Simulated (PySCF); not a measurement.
Consider C4H7N3OSi (SMILES Cc1ncnnc1O[SiH3]).

Input

```
{"job": {"kind": "uv", "xc": "wB97X-D", "basis": "def2-SVPD", "nstates": 8, "ntriplets": 3}, "charge": 0, "multiplicity": 1}
C      0.508058     1.126257     1.887097
C      0.893891     0.365560     0.670119
N      2.163167     0.143761     0.408700
C      2.434310    -0.546407    -0.701976
N      1.552778    -1.017511    -1.546868
N      0.281053    -0.809686    -1.309144
C     -0.081512    -0.137615    -0.233634
O     -1.366551     0.055294    -0.019779
Si    -2.543180    -0.512533    -1.047587
H     -0.060782     2.010646     1.603121
H     -0.134997     0.511721     2.515724
H      1.399680     1.415943     2.434907
H      3.475901    -0.731588    -0.920149
H     -3.679564     0.002937    -0.293458
H     -2.476391    -1.966905    -1.099624
H     -2.373462     0.099071    -2.358859
```

Command:

```sh
OMP_NUM_THREADS=1 python probes_run.py task.json out
```

Geometry: GFN2-xTB.

Computed with wB97X-D/def2-SVPD, SCF density, gas phase (PySCF 2.14.0).

Question: What can the converged electron density and electron localisation function tell about the bonding?

Answer: C–N (1.31 Å): ρ at the midpoint is about 2.6 e/Å³; the ELF peaks at about 0.90 between the atoms, as expected for localised, covalent bonding.
N–N (1.31 Å): the density is about 2.7 e/Å³ at the midpoint; the ELF peaks at about 0.90 between the atoms (a covalent bond).
C–O (1.32 Å): the density is about 2.6 e/Å³ at the midpoint; the ELF peaks at about 0.90 between the atoms: a polar covalent bond.
C–C (1.42 Å): ρ is about 2 e/Å³ halfway; the ELF peaks at about 0.95 between the atoms, as expected for localised, covalent bonding.

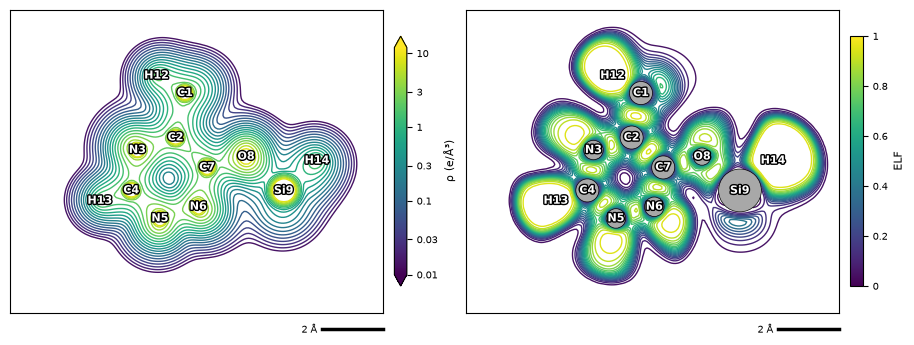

Computed electron density and electron localisation function on the plane of atoms C7, O8 and Si9, in this order. Grey discs cover the atomic cores in the ELF map. 
